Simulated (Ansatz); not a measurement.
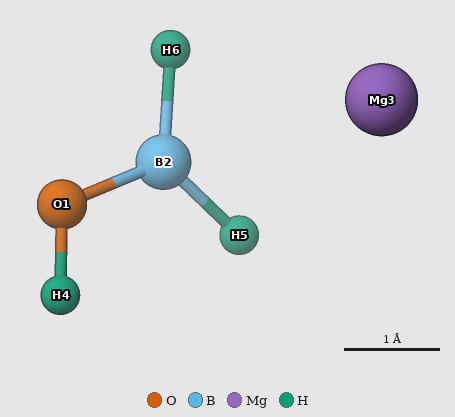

The input geometry (ball-and-stick view, seen at a tilt; atoms are numbered from 1 in the order of the input). Sticks mark near contacts. Bond lengths as drawn: B–H 1.20 Å, B–O 1.35 Å and H–O 0.96 Å.

**Run report: MgBH₃O, single-point calculation**

- system: MgBH₃O
- method: RKS PBE-D4/def2-TZVPP (Ansatz 0.2.0)

The geometry comes from this level: PBE0-D4/def2-TZVP.

Input:
```yaml
crystal:
  periodic: [false, false, false]
  atoms:
    - {symbol: O, position_ang: [-1.250491, -0.019032, -1.120043]}
    - {symbol: B, position_ang: [0.086771, 0.134007, -0.977187]}
    - {symbol: Mg, position_ang: [0.745077, -0.121031, 2.113709]}
    - {symbol: H, position_ang: [-1.513383, -0.927355, -1.287427]}
    - {symbol: H, position_ang: [0.832755, -0.801936, -1.100479]}
    - {symbol: H, position_ang: [0.487666, 1.247151, -0.786772]}
basis:
  gaussian: {orbitals: def2-TZVPP}
hamiltonian: {xc: pbe, dispersion: d4}
```

Run on 2 threads of Arm Neoverse V2, 23 GiB of memory available, shared host.

Command:
```bash
ansatz run in.yaml --threads 2 --pin off --events-out ev --progress --plain --max-ram 4352MiB
```

The program's output:
```
Functional definition: PBE
  name "PBE"
  cite "Perdew, Burke & Ernzerhof, Phys. Rev. Lett. 77, 3865 (1996) doi:10.1103/PhysRevLett.77.3865"
  parent pbe
  parameter kappa = 0.804
  parameter beta = 0.06672455060314922
  exchange = pbe_x(kappa = kappa, mu = beta*pi^2/3)
  correlation = pbe_c(beta = beta)
785 factors; their error is unknown
mean field evaluation 1: about -8185.7050 eV, gradient 8.5e1 eV
mean field evaluation 2: about -7682.6834 eV, gradient 2.4e2 eV
mean field evaluation 4: about -8206.7595 eV, gradient 4.9e1 eV
mean field evaluation 8: about -8211.4620 eV, gradient 1.9e-1 eV
mean field evaluation 16: about -8211.4498 eV, gradient 1.3e-4 eV
mean field -8211.44981158 eV, -301.7652146551 hartree, gradient 4.8e-5 eV, S^2 0.000000; 0 other end points of the search recorded, 0 dependent functions left out
reference -8211.44985603 eV, -301.7652162885 hartree; 14, 14 occupied and 122, 122 virtual orbitals, 785 factors
Total energy: -8211.56018025 eV, -301.7692706287 hartree
```

Summary:

| quantity | value |
| --- | --- |
| outcome | converged |
| total energy | −8211.5602 eV |
| mean-field energy | −8211.4499 eV |
| dispersion energy | −0.1103 eV |
| SCF solution under orbital rotations | stable |
| wall time | 1.1 s (CPU time 1.9 s) |
| peak memory | 0.13 GiB |
